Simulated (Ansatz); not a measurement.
Geometry optimisation.

Program: Ansatz.

```
crystal:
  lattice:
    - [6.224754, 0.0, 0.0]
    - [3.112377, -6.525271, 0.0]
    - [2.403577, 0.0, -6.381093]
  atoms:
    - { symbol: Mo, position: [0.06241, 0.87518, 0.75] }
    - { symbol: Mo, position: [0.93759, 0.12482, 0.25] }
    - { symbol: Sb, position: [0.36236, 0.82282, 0.32203] }
    - { symbol: Sb, position: [0.81482, 0.82282, 0.17797] }
    - { symbol: Sb, position: [0.63764, 0.17718, 0.67797] }
    - { symbol: Sb, position: [0.18518, 0.17718, 0.82203] }
    - { symbol: Sb, position: [0.49503, 0.5577, 0.81004] }
    - { symbol: Sb, position: [0.94727, 0.5577, 0.68996] }
    - { symbol: Sb, position: [0.50497, 0.4423, 0.18996] }
    - { symbol: Sb, position: [0.05273, 0.4423, 0.31004] }
  symmetry: { tolerance: 0.0003 }
kpoints:
  mp_grid: { grid: [4, 4, 3], shift: [0, 0, 0] }
magnetization:
  spin_polarized: false
scf:
  occupations: { method: fermi_dirac }
  lower_state_search: "off"
hamiltonian:
  pseudopotentials: { kind: paw }
  xc: r2scan
basis:
  ecutwfc: 500
  fft_grid_basis: typed
relax:
  max_steps: 40
  cell: { p_target: 0.0 }
  f_tol: 0.03
output:
  forces: true
  stress: true
  eigenvalues: true
  bader: true
  populations: true
  elf: true
  write_potential: true
  volumetric_format: npy
  dos:
    e_range: [-12, 8]
    de: 0.05
    projected: { site_lists: { Mo: [Mo], Sb: [Sb] } }
checkpoint:
  read: saved_state
```

Launched with:
```bash
ansatz run input.yaml --threads 2 --pin off --max-ram 3584MiB --backend cpu --events-out ev --progress --plain --runs-dir out
```

How does the optimisation go?

The optimisation met its thresholds at geometry 7, counting the start as the first. The energy fell by about 180 meV/atom from the first step to the last. The largest force component goes from about 2.3 eV/Å at the start to 2.2 × 10⁻³ eV/Å at the end. The volume grows from 25.9 to 26.8 Å³ per atom (+4 %), overshooting to 27.2 at step 3.

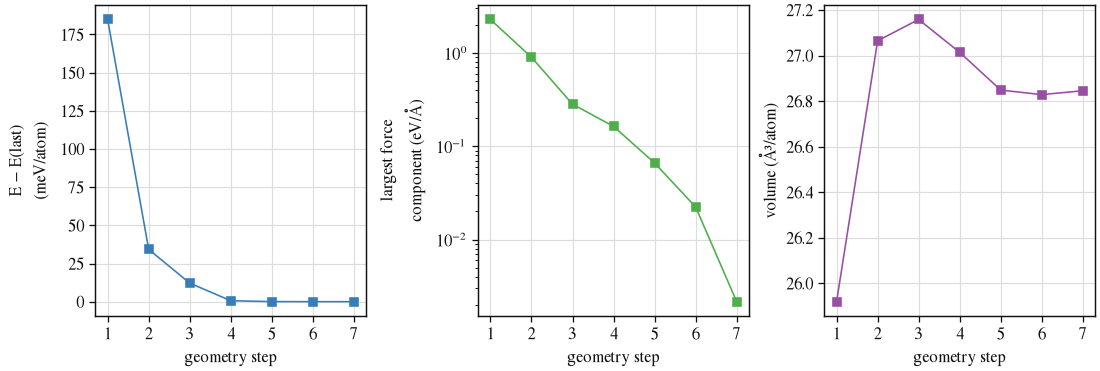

History of the run, step by step. Atoms and cell relax. A closing SCF on a freshly chosen basis isn't drawn.
